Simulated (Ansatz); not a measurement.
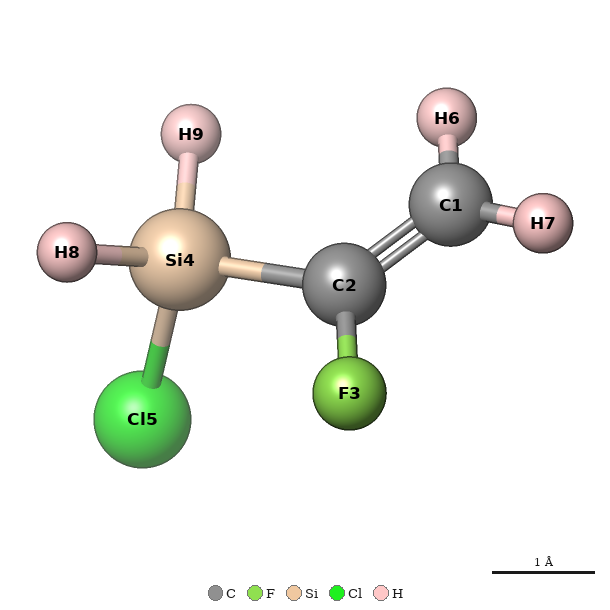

Orthographic view. Depth is shown by fading: the farther an atom, the more it takes the colour of the background. Computed geometry: PBE0-D4/def2-TZVP optimisation. No frequency run is at hand to confirm it as a minimum.

Write a MOL file (V2000) with the atoms in numerical order, bonds sorted by atom number with the orders drawn, and coordinates in the frame of the picture: x right, y up, z towards the viewer, origin at the mean position.

```
C2H4ClFSi
                    3D

  9  8  0  0  0  0  0  0  0  0999 V2000
    1.4800    0.4900    0.3600 C   0  0  0  0  0  0  0  0  0  0  0  0
    0.4200   -0.3000    0.4700 C   0  0  0  0  0  0  0  0  0  0  0  0
    0.4700   -1.3700    1.2900 F   0  0  0  0  0  0  0  0  0  0  0  0
   -1.2100   -0.0500   -0.4200 Si  0  0  0  0  0  4  0  0  0  0  0  0
   -1.5700   -1.6300   -1.6700 Cl  0  0  0  0  0  0  0  0  0  0  0  0
    1.4400    1.3500   -0.2900 H   0  0  0  0  0  0  0  0  0  0  0  0
    2.3900    0.3100    0.9200 H   0  0  0  0  0  0  0  0  0  0  0  0
   -2.3200    0.0200    0.5500 H   0  0  0  0  0  0  0  0  0  0  0  0
   -1.0900    1.1900   -1.2200 H   0  0  0  0  0  0  0  0  0  0  0  0
  1  2  2  0
  1  6  1  0
  1  7  1  0
  2  3  1  0
  2  4  1  0
  4  5  1  0
  4  8  1  0
  4  9  1  0
M  END
```
